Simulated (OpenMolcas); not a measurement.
**doublet [BCNF2]−: levels of theory compared**

Aim: a comparison of 5 runs (UHF/3-21G, UB3LYP/6-311+G**, UBHLYP/6-311+G**, UTPSS/6-311+G**, ROMP2/6-311+G**) of doublet [BCNF2]−. 

The results are computed with OpenMolcas 26.06.

## Step 1: The structure to begin with

[BCNF2]− has 5 atoms, charge -1, and is taken as a doublet. As SMILES of the parent species, `N#CB(F)F`. The shape is that of a PBE0-D4/def2-TZVP optimisation. That shape belongs to the parent species and isn't relaxed for this state.

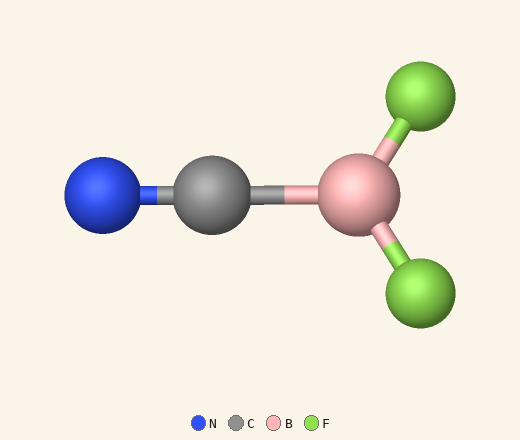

Viewed from a chosen angle; nitrogen blue, carbon grey, boron pink, fluorine green.

## Step 2: The energy at UHF/3-21G (run 1)

File struct.xyz:

```xyz
5

N     -0.715100     1.789700     0.801000
C     -0.319400     0.804800     0.359300
B      0.212000    -0.517400    -0.233800
F      1.451200    -0.872800    -0.026200
F     -0.578700    -1.277900    -0.941900
```

File test.inp:

```
* CBF2N Hartree-Fock
>>> EXPORT MOLCAS_PRINT=2
&GATEWAY
BasLib=$CurrDir
Coord=struct.xyz
Basis=3-21G
Group=NoSym
&SEWARD
&SCF
UHF
Charge=-1
Spin=2
Thresholds=1e-10 1e-07 1e-07 1e-05
PrOrbitals=1 2
```

The basis set 3-21G is read from a file made from the Basis Set Exchange's data (not shown).

Started as:

```bash
$ export MOLCAS_MEM=1860
$ pymolcas test.inp > test.log
```

Output:

```text
--- Start Module: gateway ---
[...]
--- Stop Module: gateway /rc=_RC_ALL_IS_WELL_ ---
--- Start Module: seward ---
[...]
      Basis functions           45
--- Stop Module: seward /rc=_RC_ALL_IS_WELL_ ---
--- Start Module: scf ---
[...]
       Convergence after  23 Iterations
[...]
::    Total SCF energy                               -314.2481043052
[...]
      Total spin, S                                     0.5390317875
[...]
      Total electronic charge=   37.000000
      Total            charge=   -1.000000
[...]
      Dipole Moment (debye):
      Origin of the operator (angstrom)=    0.0675   -0.1578   -0.0725
                   X=  1.1401E+00               Y= -2.8374E+00               Z= -1.2726E+00           Total=  3.3121E+00
      Center of Charge (angstrom)
[...]
--- Stop Module: scf /rc=_RC_ALL_IS_WELL_ ---
[...]
```

Wall time 2.2 s (1 thread of Arm Neoverse V2, shared host); peak memory 0.38 GiB.

## Step 3: A single-point energy at UB3LYP/6-311+G(d,p) (run 2)

File run.input:

```
&GATEWAY
BasLib=$CurrDir
Coord
5
angstrom
N       -0.715100       1.789700       0.801000
C       -0.319400       0.804800       0.359300
B        0.212000      -0.517400      -0.233800
F        1.451200      -0.872800      -0.026200
F       -0.578700      -1.277900      -0.941900
Basis=6-311pGss
Group=NoSym
&SEWARD
GridInput
Grid=UltraFine
End of Grid
&SCF
UHF
Charge=-1
Spin=2
KSDFT=B3LYP
Thresholds=1e-10 1e-07 1e-07 1e-05
PrOrbitals=1 2
```

The basis set 6-311+G** is read from a file made from the Basis Set Exchange's data (not shown).

Started as:

```bash
$ export MOLCAS_MEM=1860
$ pymolcas run.input > run.log
```

Output:

```text
--- Start Module: gateway ---
[...]
--- Stop Module: gateway /rc=_RC_ALL_IS_WELL_ ---
--- Start Module: seward ---
[...]
      Basis functions          110
--- Stop Module: seward /rc=_RC_ALL_IS_WELL_ ---
[...]
--- Start Module: scf ---
[...]
       Convergence after  23 Iterations
[...]
::    Total KS-DFT energy                            -317.6061997590
[...]
      Total spin, S                                     0.5024055134
[...]
      Total electronic charge=   37.000000
      Total            charge=   -1.000000
[...]
      Dipole Moment (debye):
      Origin of the operator (angstrom)=    0.0675   -0.1578   -0.0725
                   X=  1.3825E+00               Y= -3.4408E+00               Z= -1.5432E+00           Total=  4.0164E+00
      Center of Charge (angstrom)
[...]
--- Stop Module: scf /rc=_RC_ALL_IS_WELL_ ---
[...]
```

Wall time 73 s (1 thread of Arm Neoverse V2, shared host); peak memory 0.65 GiB.

Runs 3 to 4 aren't shown in full; the table further down has their settings and results.

## Step 4: The energy at ROMP2/6-311+G(d,p) (run 5)

File coord.xyz:

```xyz
5

N     -0.715100     1.789700     0.801000
C     -0.319400     0.804800     0.359300
B      0.212000    -0.517400    -0.233800
F      1.451200    -0.872800    -0.026200
F     -0.578700    -1.277900    -0.941900
```

File run.inp:

```
* CBF2N ROMP2

&GATEWAY
 BASLIB
 $CurrDir
 COORD
 coord.xyz
 BASIS
 6-311pGss
 GROUP
 NoSym

&SEWARD

&SCF
 UHF
 CHARGE
 -1
 SPIN
 2
 THRESHOLDS
 1e-10 1e-07 1e-07 1e-05
 PRORBITALS
 1 1

&RASSCF
 FILEORB
 $Project.UnaOrb
 SPIN
 2
 NACTEL
 1 0 0
 INACTIVE
 18
 RAS2
 1
 OUTORBITALS
 Canonical
 ORBLISTING
 Nothing

&CASPT2
 IPEA
 0.0
 FROZEN
 5
```

The basis set 6-311+G** is read from a file made from the Basis Set Exchange's data (not shown).

Started as:

```bash
$ export MOLCAS_MEM=1860
$ pymolcas run.inp > run.log
```

Output:

```text
--- Start Module: gateway ---
[...]
--- Stop Module: gateway /rc=_RC_ALL_IS_WELL_ ---
[...]
      Basis functions          110
[...]
       Convergence after  27 Iterations
[...]
::    Total SCF energy                               -316.0690683042
[...]
      Total spin, S                                     0.5288639211
[...]
--- Start Module: rasscf ---
[...]
      Number of active orbitals                  1
[...]
      Spin quantum number                      0.5
[...]
      Active orbitals                            1
[...]
      Number of CSFs                             1
[...]
      Number of root(s) required                 1
[...]
      Convergence after 15 iterations
[...]
      printout of CI-coefficients larger than  0.05 for root  1
      energy=    -316.062444
      conf/sym  1     Coeff  Weight
             1  u   1.00000 1.00000
      Natural orbitals and occupation numbers for root  1
      sym 1:   1.000000
      ************************************************************************************************************************
      *                                                    Final results                                                     *
[...]
::    RASSCF root number  1 Total energy:   -316.06244382
[...]
      Total electronic charge=   37.000000
      Total            charge=   -1.000000
[...]
      Dipole Moment (debye):
      Origin of the operator (angstrom)=    0.0675   -0.1578   -0.0725
                   X=  1.4642E+00               Y= -3.6441E+00               Z= -1.6344E+00           Total=  4.2538E+00
      Center of Charge (angstrom)
[...]
--- Stop Module: rasscf /rc=_RC_ALL_IS_WELL_ ---
[...]
--- Start Module: caspt2 ---
[...]
 ###    WARNING: User changed nr of frozen orbitals.                         ###
 ###############################################################################
[...]
      E2 (Variational):          -0.7975440608
      Total energy:            -316.8599878827
[...]
      Reference weight:           0.81726
[...]
::    CASPT2 Root  1     Total energy:   -316.85998788
[...]
--- Stop Module: caspt2 /rc=_RC_ALL_IS_WELL_ ---
[...]
```

Wall time 36 s (1 thread of Arm Neoverse V2, shared host); peak memory 0.65 GiB.

## Step 5: Overview of the runs

| run | level | integration grid | frozen core orbitals | energy (Eh) | HOMO energy (eV) | LUMO energy (eV) | ⟨S²⟩ | wall time |
| --- | --- | --- | --- | --- | --- | --- | --- | --- |
| 1 | UHF/3-21G | – | – | -314.248104 | 0.76 | 10.72 | 0.830 | 2.2 s |
| 2 | UB3LYP/6-311+G** | UltraFine | – | -317.606200 | 2.15 | 3.51 | 0.755 | 73 s |
| 3 | UBHLYP/6-311+G** | UltraFine | – | -317.460357 | 1.18 | 4.02 | 0.762 | 73 s |
| 4 | UTPSS/6-311+G** | UltraFine | – | -317.627053 | 2.88 | 3.33 | 0.754 | 2 min |
| 5 | ROMP2/6-311+G** | – | 5 | -316.859988 | – | – | – | 36 s |

## Step 6: Results

```
           quantity          value
run 5: total energy  -316.85999 Eh
```

In words: Totals of different functionals can't be ranked against each other. In runs 1, 2, 3, 4 the HOMO lies above zero, so the outermost electron may be held by the basis alone. All runs together took 5 min, the longest 2 min.
